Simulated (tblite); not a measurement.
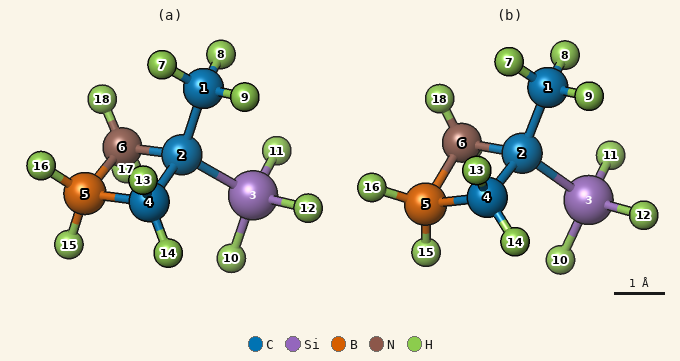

The structure of C3H12BNSi before (left) and after (right) a relaxation, at one scale.

Style: ball-and-stick. Shown at a tilt.

Theory: GFN2-xTB geometry optimisation, gas phase (tblite). 

Describe what moved and what it gained.

Answer. The energy falls by 10.1 kcal/mol in 74 geometry steps. H16 moves most after the best rigid fit: 0.56 Å. Largest moves by element: H 0.56 Å, B 0.23 Å, Si 0.13 Å, C 0.12 Å, N 0.11 Å. Some distances before and after: B5–N6 1.546 → 1.657 Å, C4–B5 1.578 → 1.633 Å, C4–H13 1.126 → 1.090 Å, N6–H18 1.050 → 1.016 Å. Bond angles that change, for instance: B5–N6–H17 111.2° → 119.3°, B5–C4–H14 112.6° → 118.7°, H13–C4–H14 113.3° → 107.4°.
